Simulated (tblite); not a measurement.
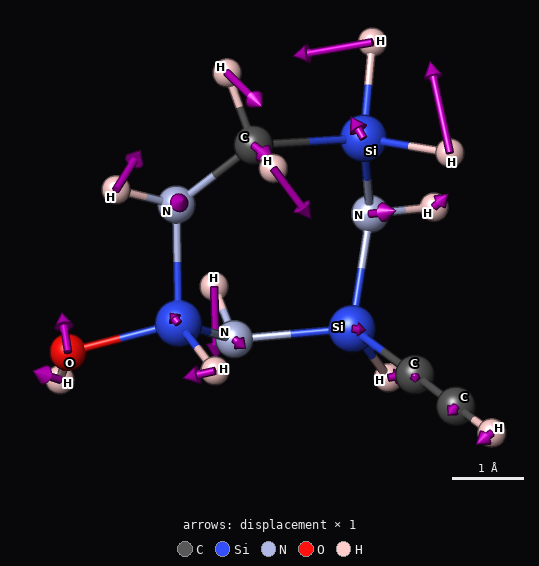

A relaxation of C$_{3}$H$_{11}$N$_{3}$OSi$_{3}$. The starting structure is drawn; purple arrows show the displacements, at their true length. The two geometries are superimposed by the best rigid fit.

A ball-and-stick model, seen face on.

Theory: GFN2-xTB geometry optimisation, gas phase in tblite 0.8.0. 

### Describe the change and its energy.

The largest move after the best rigid fit is that of an H atom, 1.39 Å. Largest moves by element: H 1.39 Å, O 0.67 Å, N 0.50 Å, C 0.46 Å, Si 0.38 Å. Some distances before and after: Si–Si 2.851 → 3.153 Å, N–Si 1.652 → 1.741 Å, N–Si 1.691 → 1.744 Å, N–Si 1.676 → 1.724 Å. Among the angles between lasting bonds that change: Si–N–Si 114.1° → 130.5°, N–Si–N 102.8° → 116.9°, C–Si–N 120.3° → 107.3°. Groups turn about O–Si by about 70°, C–Si by about 65°. After 175 geometry steps the energy has fallen by 27.6 kcal/mol. The run took 3.8 s on 1 thread of Arm Neoverse N1 (shared host).
